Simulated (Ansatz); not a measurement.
**CH5Ga···H2: density, localisation and related maps**

Input

```
crystal:
  periodic: [false, false, false]
  atoms:
    - { symbol: Ga, position_ang: [0.0, 0.0, 0.0] }
    - { symbol: C, position_ang: [0.0, 0.0, 2.33] }
    - { symbol: H, position_ang: [-0.9996, -0.3092, 2.7005] }
    - { symbol: H, position_ang: [0.7676, -0.7111, 2.7005] }
    - { symbol: H, position_ang: [0.232, 1.0203, 2.7005] }
    - { symbol: H, position_ang: [1.3596, 0.0, -0.785] }
    - { symbol: H, position_ang: [-1.3596, 0.0, -0.785] }
    - { symbol: H, position_ang: [-0.2395, -1.7584, 0.5897] }
    - { symbol: H, position_ang: [-0.1908, -1.4007, 1.5733] }
basis:
  gaussian: { orbitals: def2-mTZVP }
hamiltonian:
  xc: pbe
  dispersion: d4
relax:
  f_tol: 0.15
  max_steps: 25
  restrain:
    - { distance: [0, 7], at: 2.77, k: 30.0 }
    - { distance: [8, 1], at: 2.31, k: 30.0 }
    - { distance: [0, 1], at: 1.98, k: 30.0 }
    - { distance: [8, 7], at: 0.66, k: 30.0 }
output:
  orbitals: {}
```

Run with:

```sh
ansatz run input.yaml --threads 1 --pin off --max-ram 2048MiB --backend cpu --events-out ev --progress --plain --runs-dir out
```

The fields are those of the run's last geometry, not of the input's.

Not at a stationary point (largest force 1.6 eV/Å).

Theory: RKS PBE-D4/def2-mTZVP in Ansatz.

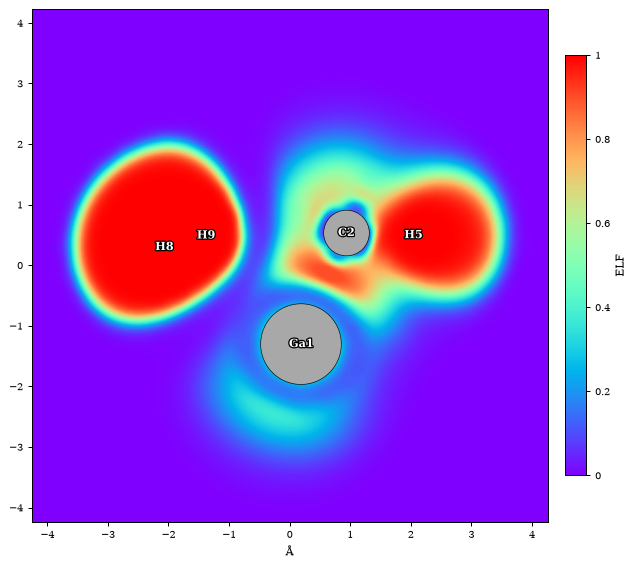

Figure 1. Electron localisation function on the plane of atoms Ga1, C2 and H5. Grey discs cover the atomic cores.

Question: What do the fields say about this system?

Answer: Atoms in the plane: Ga, C and H. Ga1···H9 (2.38 Å): the ELF dips to about 0.10 between them. C–Ga (1.98 Å): the ELF peaks at about 0.90 in the valence shell of C, 0.6 Å from its nucleus, and is about 0.50 at the midpoint. H–H (0.71 Å): the ELF peaks at about 1 between the atoms (an ordinary covalent bond to hydrogen). C–H (1.10 Å): the ELF climbs to about 1 towards the hydrogen, as it does in any bond to H: an ordinary covalent bond to hydrogen.

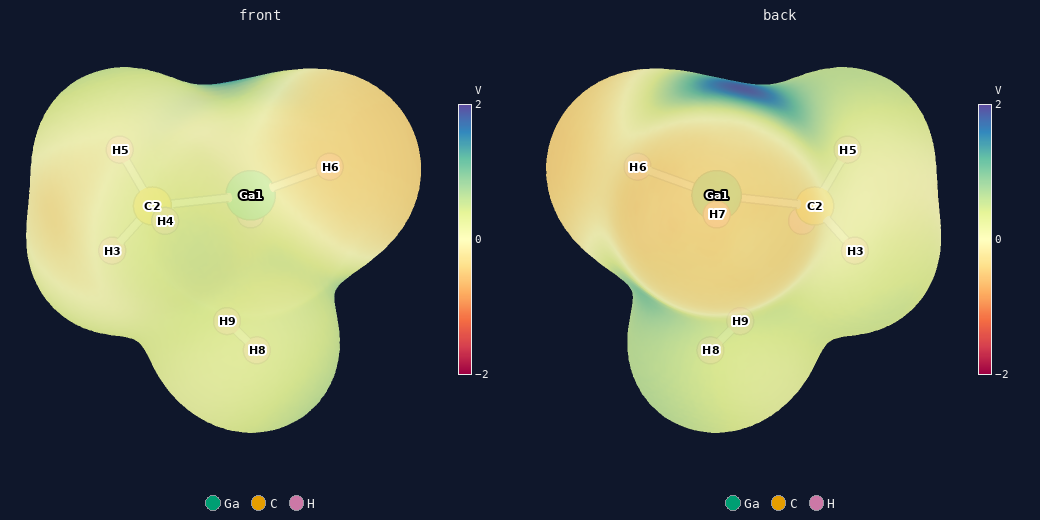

Figure 2. The molecular electrostatic potential painted on the density surface at 0.001 e/bohr³, seen from the front and from behind; the colour scale runs from red (negative) to blue (positive).

Question: Where is the surface potential most negative and most positive?

Answer: The most negative region (about −0.4 V) lies over H6 and H7, the most positive (about +1.8 V) over Ga1.

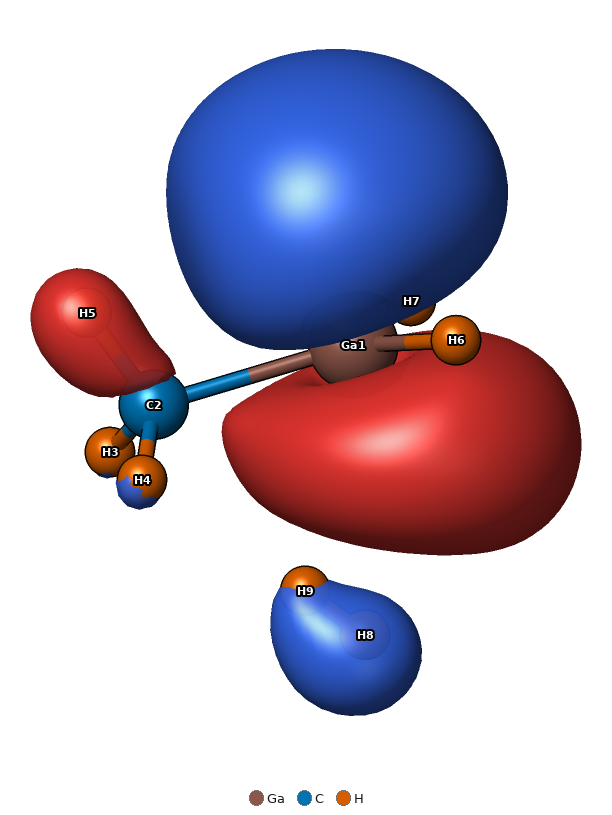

Figure 3. One frontier orbital at ±0.08 Å⁻³ᐟ² (blue and red are the two phases), seen at a tilt.

Question: Which orbital is it: HOMO or LUMO?

Answer: The LUMO, at −1.90 eV. It lies mainly on Ga1 (about 75 %).
